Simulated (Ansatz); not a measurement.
The parent structure is HgF2 in the fluorite structure (space group Fm-3m, No. 225; a = 5.5388 Å). Axes: x, y, z lie along the cube axes.

It is then changed as follows: the cell is compressed by 1.00 % along z with no lateral relaxation; the atoms relax in the strained cell.

Method: PBEsol, PAW, 420 eV (Ansatz, a first-principles code; no SOC).

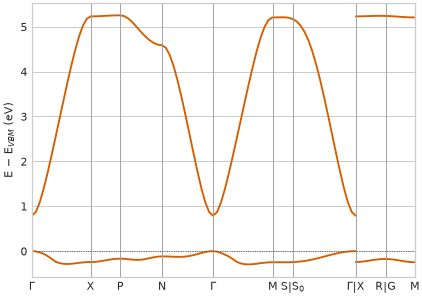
Figure. Highest valence and lowest conduction band along the path of the changed cell's own zone

### Question
Read the changed gap and its character from the plot.

### Answer
About 0.8 eV, direct at Γ.

Spin-orbit coupling, missing from the scalar runs, can matter with Hg. Stability against distortions was not tested. k-point labels follow each cell's own Brillouin zone.
